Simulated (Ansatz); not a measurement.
# SiNH3ClO (SMILES [NH][SiH](O)Cl) at U-wB97X/def2-SVP

Aim: the energy change on altering one bond length of SiNH3ClO at U-wB97X/def2-SVP, from 2 runs. 

Program for the calculation: Ansatz 0.2.0.

127 further runs of the same task are left out: 1 that didn't finish, 126 set aside as unsound or not needed. Runs told in other sessions of the task aren't counted.

### 1 Starting point

The species is SiNH3ClO (7 atoms), meant as a doublet with charge 0. SMILES: `[NH][SiH](O)Cl`. Geometry: relaxed at PBE0-D4/def2-TZVP. This is one conformer, not always the lowest.

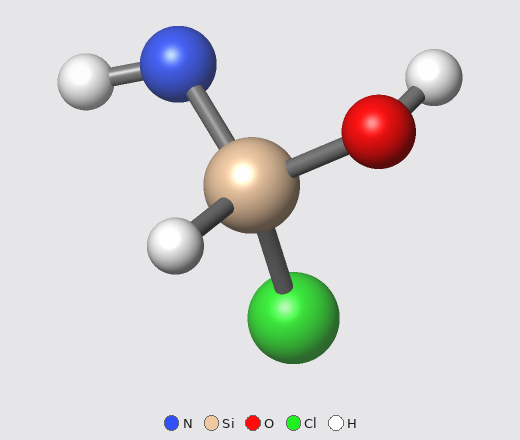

The structure, seen from a chosen angle (nitrogen blue, silicon light orange, oxygen red, chlorine green, hydrogen white).

### 2 A single-point energy at U-wB97X/def2-SVP

Contents of input.yaml:

```yaml
crystal:
  periodic: [false, false, false]
  atoms:
    - {symbol: N, position_ang: [-0.309900, 1.111500, -0.879100]}
    - {symbol: Si, position_ang: [-0.073900, -0.114300, 0.330400]}
    - {symbol: O, position_ang: [1.465600, -0.630300, 0.304800]}
    - {symbol: Cl, position_ang: [-1.390000, -1.593900, -0.221000]}
    - {symbol: H, position_ang: [-1.151500, 1.677300, -0.756300]}
    - {symbol: H, position_ang: [-0.348600, 0.280200, 1.724700]}
    - {symbol: H, position_ang: [1.869600, -0.798400, -0.549200]}
basis:
  gaussian: {orbitals: def2-SVP}
magnetization: {spin_polarized: true, initial_magnetization: 1}
hamiltonian: {xc: {name: wB97X}}
accuracy: high
output: {orbitals: {seedname: orbitals}}
```

Run with:

```
$ ansatz run input.yaml --threads 1 --pin off --max-ram 3480MiB --events-out events.jsonl --progress --plain --runs-dir runs
```

Log:

```text
Warning: RAYON_NUM_THREADS=1 ignored (pool sized by the plan → 1); use --threads N
Functional definition: wB97X
  name "wB97X"
  parameter omega = 0.3/bohr
  parameter cx = 0.157706
  parameter cx1 = 0.726479
  parameter cx2 = 1.04760
  parameter cx3 = -5.70635
  parameter cx4 = 13.2794
  parameter css1 = -4.33879
  parameter css2 = 18.2308
  parameter css3 = -31.7430
  parameter css4 = 17.2901
  parameter cos1 = 2.37031
  parameter cos2 = -11.3995
  parameter cos3 = 6.58405
  parameter cos4 = -3.78132
  exchange = spin_sum(e_x_unif_sr(omega)*poly(b97_u_x, 1 - cx, cx1, cx2, cx3, cx4)) + cx*exact_x_sr(omega)
      + exact_x_lr(omega)
  correlation = spin_sum(e_c_pw_same_spin*poly(b97_u_same, 1, css1, css2, css3, css4))
      + integral(e_c_pw_opposite_spin*poly(b97_u_opposite, 1, cos1, cos2, cos3, cos4))
1659 factors; integrals over basis functions are off by at most 4.1e-9 eV
322 factors; integrals over basis functions are off by at most 2.4e-9 eV
mean field evaluation 1: about -23971.6290 eV, gradient 3.6e1 eV
mean field evaluation 2: about -23972.1043 eV, gradient 3.6e1 eV
mean field evaluation 4: about -23976.8088 eV, gradient 1.8e0 eV
mean field evaluation 8: about -23976.9476 eV, gradient 2.1e-1 eV
mean field evaluation 16: about -23976.9488 eV, gradient 6.8e-3 eV
mean field evaluation 32: about -23976.9488 eV, gradient 7.1e-7 eV
mean field -23976.94884928 eV, -881.1366180513 hartree, gradient 9.2e-8 eV, S^2 0.753593; 2 other end points of the search recorded, 0 dependent functions left out
reference -23976.94884678 eV, -881.1366179594 hartree; 25, 24 occupied and 54, 55 virtual orbitals, 1659 factors
Total energy: -23976.94884678 eV, -881.1366179594 hartree
```

It took 69 s on 1 thread of Arm Neoverse V1, shared host; peak memory 0.75 GiB.

### 3 The distorted shape

Contents of input.yaml:

```yaml
crystal:
  periodic: [false, false, false]
  atoms:
    - {symbol: "N", position_ang: [0.110918, 0.828588, -0.940503]}
    - {symbol: Si, position_ang: [0.346918, -0.397212, 0.268997]}
    - {symbol: O, position_ang: [1.886418, -0.913212, 0.243397]}
    - {symbol: Cl, position_ang: [-0.969182, -1.876812, -0.282403]}
    - {symbol: H, position_ang: [-1.151500, 1.677300, -0.756300]}
    - {symbol: H, position_ang: [0.072218, -0.002712, 1.663297]}
    - {symbol: H, position_ang: [2.290418, -1.081312, -0.610603]}
basis:
  gaussian: {orbitals: def2-SVP}
magnetization: {spin_polarized: true, initial_magnetization: 1}
hamiltonian: {xc: {name: wB97X}}
accuracy: high
output: {orbitals: {seedname: orbitals}}
```

Run with:

```
$ ansatz run input.yaml --threads 1 --pin off --max-ram 3480MiB --events-out events.jsonl --progress --plain --runs-dir runs
```

Log (excerpt; [...] marks lines left out):

```text
Warning: RAYON_NUM_THREADS=1 ignored (pool sized by the plan → 1); use --threads N
[... 2 set-up lines as earlier in the session ...]
[...]
      + exact_x_lr(omega)
[...]
      + integral(e_c_pw_opposite_spin*poly(b97_u_opposite, 1, cos1, cos2, cos3, cos4))
1660 factors; integrals over basis functions are off by at most 6.3e-9 eV
328 factors; integrals over basis functions are off by at most 2.2e-9 eV
[...]
mean field -23974.68010946 eV, -881.0532434010 hartree, gradient 7.2e-8 eV, S^2 0.765756; 2 other end points of the search recorded, 0 dependent functions left out
reference -23974.68010690 eV, -881.0532433066 hartree; 25, 24 occupied and 54, 55 virtual orbitals, 1660 factors
Total energy: -23974.68010690 eV, -881.0532433066 hartree
```

It took 82 s on 1 thread of Arm Neoverse V1, shared host; peak memory 0.75 GiB.

### 4 What came out

Level: U-wB97X/def2-SVP.

| quantity | value |
| --- | --- |
| first shape: total energy | -881.13662 Eh |
| first shape: HOMO energy (highest over α and β) | -10.58 eV |
| first shape: LUMO energy (lowest over α and β) | -1.25 eV |
| first shape: ⟨S²⟩ | 0.754 |
| distorted shape: total energy | -881.05324 Eh |
| distorted shape: HOMO energy (highest over α and β) | -10.44 eV |
| distorted shape: LUMO energy (lowest over α and β) | -1.08 eV |
| distorted shape: ⟨S²⟩ | 0.766 |
| energy change with the N1–H5 bond stretched from 1.022 to 1.532 Å | 2.269 eV |

**Reading.** With the N1–H5 bond stretched from 1.022 to 1.532 Å the energy rises by 2.27 eV (52 kcal/mol). The first shape isn't relaxed at this level, so the change isn't measured from a minimum.
